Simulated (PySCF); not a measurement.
Input

```
{"job": {"kind": "uv", "xc": "wB97X-D", "basis": "def2-SVPD", "nstates": 8, "ntriplets": 3}, "charge": 0, "multiplicity": 1}
C      0.284760     1.292121    -0.214913
C      0.146478    -0.177861    -0.000155
C     -1.038102    -0.779534     0.263339
C     -2.300593    -0.075043     0.355281
O     -2.476528     1.116157     0.232977
C      1.350712    -0.976058    -0.080323
F      1.246784    -2.322224     0.113704
C      2.549720    -0.486057    -0.327512
O      3.580945    -0.007484    -0.546442
H     -0.012514     1.822879     0.688802
H      1.299671     1.574043    -0.482084
H     -0.403410     1.616480    -0.994072
H     -1.073468    -1.848137     0.411926
H     -3.155133    -0.749756     0.557307
```

Launched as:

```sh
OMP_NUM_THREADS=1 python probes_run.py task.json out
```

Geometry: GFN2-xTB.

All numbers below come from PySCF 2.14.0, wB97X-D/def2-SVPD, SCF density, gas phase.

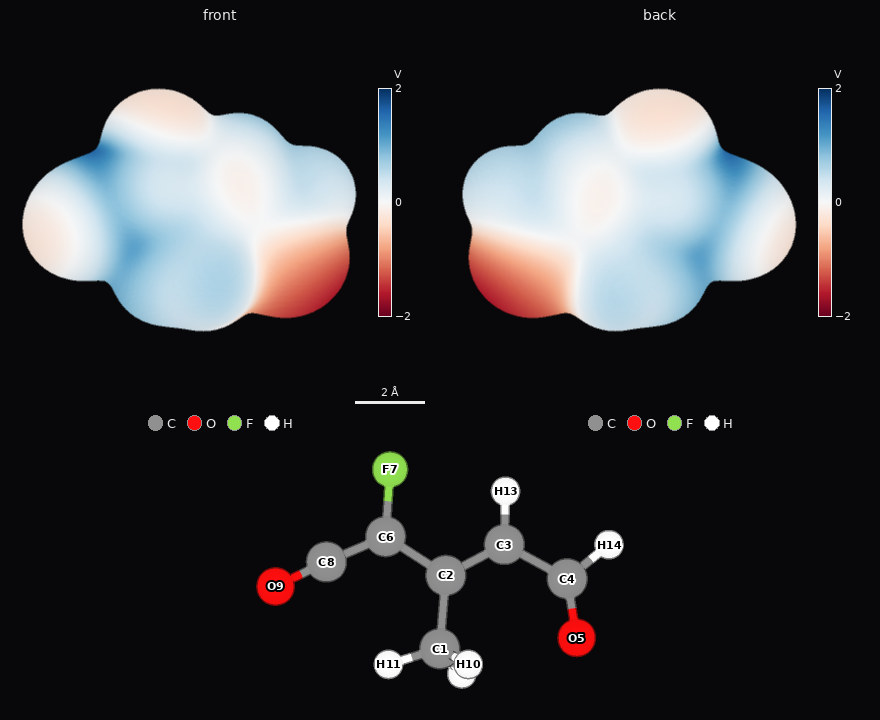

C₆H₅FO₂ (SMILES C/C(=C\C=O)C(F)=C=O). The electrostatic potential painted on the density surface at 0.001 e/bohr³, seen from the front and from behind; red is negative and blue positive. The bare structure is drawn below in the same view.

Describe the electrostatic potential map.

Answer. The most negative region (about −1.6 V) lies over O5, the most positive (about +1.5 V) over C8. O5 is the likeliest acceptor of a hydrogen bond.
